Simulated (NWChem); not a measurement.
# SiH3O3 (SMILES O[Si](O)O) at 3 levels

We compute a comparison of 3 runs (UHF/STO-3G, UHF/3-21G, UB3LYP/6-31G*) of SiH3O3. 

The results are computed with NWChem 7.3.0.

## Step 1: The molecule

SiH3O3: 7 atoms, total charge 0, spin state doublet. As SMILES, `O[Si](O)O`. The shape is that of a PBE0-D4/def2-TZVP optimisation. This is one conformer, not always the lowest.

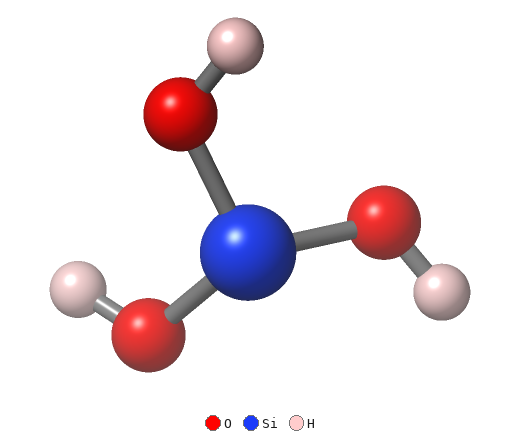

Viewed from a chosen angle; oxygen red, silicon blue, hydrogen pink.

## Step 2: Energy and gradient at UHF/STO-3G (run 1)

File run.py:

```python
from ase import Atoms
from ase.calculators.nwchem import NWChem

mol = Atoms(['O', 'Si', 'O', 'O', 'H', 'H', 'H'], positions=[
    [-1.063800, 1.054700, 0.036100],
    [-0.335000, -0.422100, -0.018100],
    [0.492000, -0.811700, 1.340300],
    [0.775900, -0.339900, -1.225000],
    [-1.837900, 1.138500, 0.595900],
    [1.450300, -0.764600, 1.282500],
    [0.518500, 0.145200, -2.011700],
])

calc = NWChem(
    label='struct',
    theory='scf',
    memory='2200 mb',
    basis='STO-3G',
    basispar='spherical bse',
    scf={'nopen': '1', 'uhf': None, 'thresh': '1e-08', 'maxiter': '80'},
)
mol.calc = calc

forces = mol.get_forces()
print("Total energy (eV):", round(mol.get_potential_energy(), 6))
print("forces (eV/A):")
for s, f in zip(mol.symbols, forces):
    print(f"{s:2s} {f[0]:10.5f} {f[1]:10.5f} {f[2]:10.5f}")
```

Started as:

```sh
$ export ASE_NWCHEM_COMMAND="nwchem PREFIX.nwi > PREFIX.nwo"
$ python run.py
```

Output:

```text
Total energy (eV): -13846.826494
forces (eV/A):
O     1.30149    1.28437   -0.90302
Si   -1.52436   -1.35770   -0.65795
O    -0.87515    0.03276    1.29707
O     1.63142   -0.58225    0.68587
H    -1.03600   -0.32123    0.93691
H     1.27234    0.18795   -0.49237
H    -0.76974    0.75611   -0.86651
```

The calculator wrote struct.nwi:

```
title "struct"

permanent_dir struct

scratch_dir struct

start struct

geometry units angstrom nocenter noautosym noautoz
  O  -1.0638000000000001e+00 1.0547000000000000e+00 3.6100000000000000e-02
  Si -3.3500000000000002e-01 -4.2209999999999998e-01 -1.8100000000000002e-02
  O  4.9199999999999999e-01 -8.1169999999999998e-01 1.3403000000000000e+00
  O  7.7590000000000003e-01 -3.3989999999999998e-01 -1.2250000000000001e+00
  H  -1.8379000000000001e+00 1.1385000000000001e+00 5.9589999999999999e-01
  H  1.4502999999999999e+00 -7.6459999999999995e-01 1.2825000000000000e+00
  H  5.1849999999999996e-01 1.4520000000000000e-01 -2.0116999999999998e+00
end

memory 2200 mb

basis spherical bse noprint
   * library STO-3G
end

scf
  nopen 1
  uhf
  thresh 1e-08
  maxiter 80
end

task scf gradient
```

struct.nwo:

```text
Northwest Computational Chemistry Package (NWChem) 7.3.0
             --------------------------------------------------------

           Job information
           ---------------

    nwchem branch   = 7.3.0
    use scalapack   = T
    input           = struct.nwi
    prefix          = struct.
    data base       = struct/struct.db
    status          = startup
    nproc           =        1

           Memory information
           ------------------

[... 5 lines left out ...]
    hardfail = no
[... 124 lines left out ...]
 1-e energy   =   -1065.546734
[... 9 lines left out ...]
 Convergence threshold     :          1.000E-08
[... 16 lines left out ...]
      One electron energy =  -1065.111217852575
[... 9 lines left out ...]
          Final alpha eigenvalues
[... 211 lines left out ...]
                     UHF Final Beta Molecular Orbital Analysis
[... 241 lines left out ...]
                 ----------------------------------------
                 |  Time  |  1-e(secs)   |  2-e(secs)   |
                 ----------------------------------------
                 |  CPU   |       0.00   |       0.16   |
                 ----------------------------------------
                 |  WALL  |       0.00   |       0.16   |
                 ----------------------------------------

 Task  times  cpu:        1.4s     wall:        1.4s
 Total times  cpu:        1.4s     wall:        1.4s
```

Wall time 2.5 s (1 thread of AMD EPYC 7R13 (Zen 3), shared host); peak memory 0.099 GiB.

## Step 3: Energy and forces at UHF/3-21G (run 2)

File job.nw:

```
start job
title "H3O3Si"
memory total 2200 mb

geometry noautosym nocenter noautoz
  O     -1.063800     1.054700     0.036100
  Si    -0.335000    -0.422100    -0.018100
  O      0.492000    -0.811700     1.340300
  O      0.775900    -0.339900    -1.225000
  H     -1.837900     1.138500     0.595900
  H      1.450300    -0.764600     1.282500
  H      0.518500     0.145200    -2.011700
end

basis spherical bse
  * library 3-21G
end

scf
  doublet
  uhf
  thresh 1e-08
  maxiter 80
end

task scf gradient
```

Started as:

```sh
$ nwchem job.nw > job.out
```

Output:

```text
[...]
  functions       =    46
[...]
  wavefunction    = UHF
[...]
         Total SCF energy =   -512.572114335655
      One electron energy =  -1065.049841889321
      Two electron energy =    374.398027251336
 Nuclear repulsion energy =    178.079700302331
                       Sz =      0.5000
                 Sz(Sz+1) =      0.7500
                      S^2 =      0.7539
[...]
                         UHF ENERGY GRADIENTS
    atom               coordinates                        gradient
                 x          y          z           x          y          z
   1 O      -2.010291   1.993094   0.068219    0.007454  -0.009585  -0.003843
   2 Si     -0.633058  -0.797653  -0.034204    0.021028   0.020415   0.002191
   3 O       0.929745  -1.533891   2.532800   -0.011747   0.002268  -0.009105
   4 O       1.466238  -0.642318  -2.314914   -0.006644  -0.003148   0.012110
   5 H      -3.473127   2.151453   1.126088    0.004966  -0.009704  -0.000705
   6 H       2.740670  -1.444884   2.423574   -0.007421   0.001354  -0.008741
   7 H       0.979823   0.274388  -3.801562   -0.007636  -0.001600   0.008092
[...]
```

Run time: 2.6 s. Hardware: 1 thread of AMD EPYC 7R13 (Zen 3), shared host; peak memory 0.099 GiB.

## Step 4: Energy and forces at UB3LYP/6-31G(d) (Cartesian functions) (run 3)

File nw.nw:

```
start nw
memory 2200 mb
charge 0

geometry units angstroms noautosym nocenter noautoz
   O     -1.063800     1.054700     0.036100
   Si    -0.335000    -0.422100    -0.018100
   O      0.492000    -0.811700     1.340300
   O      0.775900    -0.339900    -1.225000
   H     -1.837900     1.138500     0.595900
   H      1.450300    -0.764600     1.282500
   H      0.518500     0.145200    -2.011700
end

basis
   * library 6-31G*
end

dft
   xc b3lyp
   mult 2
   grid xfine
   convergence energy 1e-08
   iterations 100
   mulliken
   print medium
end

task dft gradient
```

Started as:

```sh
$ nwchem nw.nw > nw.out
```

Output:

```text
[...]
          Wavefunction type:  spin polarized.
          No. of atoms     :     7
          No. of electrons :    41
[...]
          Charge           :     0
          Spin multiplicity:     2
[...]
          AO basis - number of functions:    70
[...]
              XC Information
              --------------
                         B3LYP Method XC Potential
                     Hartree-Fock (Exact) Exchange  0.200
                        Slater Exchange Functional  0.800 local
                    Becke 1988 Exchange Functional  0.720 non-local
              Lee-Yang-Parr Correlation Functional  0.810
                  VWN I RPA Correlation Functional  0.190 local
[...]
 d= 0,ls=0.0,diis     1   -516.9200181100 -6.95D+02  1.13D-02  2.80D-01     2.9
[...]
 d= 0,ls=0.0,diis    10   -517.0299053904 -3.93D-09  8.48D-07  5.07D-10    25.7
[...]
         Total DFT energy =     -517.029905390435
      One electron energy =    -1068.791611071726
           Coulomb energy =      421.658570207065
    Exchange-Corr. energy =      -47.976564828105
 Nuclear repulsion energy =      178.079700302331
[...]
      Total Density - Mulliken Population Analysis
     ---------------------------------------------
    Atom       Charge   Shell Charges
 -----------   ------   -------------------------------------------------------
    1 O    8     8.67   1.99  0.91  2.95  0.89  1.90  0.04
    2 Si  14    13.23   2.00  1.99  5.96  0.96  1.42  0.30  0.33  0.27
    3 O    8     8.67   1.99  0.90  2.95  0.89  1.90  0.04
    4 O    8     8.69   1.99  0.90  2.95  0.90  1.91  0.04
    5 H    1     0.57   0.47  0.11
    6 H    1     0.58   0.47  0.12
    7 H    1     0.58   0.47  0.11
[...]
      <S2> =      0.7513 (Exact =     0.7500)
[...]
  wavefunction    = open shell
[...]
```

Wall time 31 s (1 thread of AMD EPYC 7R13 (Zen 3), shared host); peak memory 0.14 GiB.

## Step 5: All runs side by side

| run | level | Cartesian functions | iteration cap | energy (Eh) | dipole moment (D) | HOMO energy (eV) | LUMO energy (eV) | wall time |
| --- | --- | --- | --- | --- | --- | --- | --- | --- |
| 1 | UHF/STO-3G | no | 80 | -508.861492 | 1.54 | -5.64 | 6.36 | 2.5 s |
| 2 | UHF/3-21G | no | 80 | -512.572114 | 1.54 | -8.83 | 1.84 | 2.6 s |
| 3 | UB3LYP/6-31G* (Cartesian functions) | yes | 100 | -517.029905 | 1.07 | -5.37 | -2.14 | 31 s |

## Step 6: Summary of results

```
                                 quantity          value
                      run 3: total energy  -517.02991 Eh
                     run 3: dipole moment         1.07 D
run 3: HOMO energy (highest over α and β)       -5.37 eV
 run 3: LUMO energy (lowest over α and β)       -2.14 eV
                              run 3: ⟨S²⟩          0.751
          run 3: largest force on an atom     0.700 eV/Å
```

The dipole moment (its size) runs from 1.07 D (UB3LYP/6-31G*) to 1.54 D (UHF/3-21G). The two ends differ in method and basis. In run 1 the basis is minimal, so the values are rough. All runs together took 36 s, the longest 31 s.
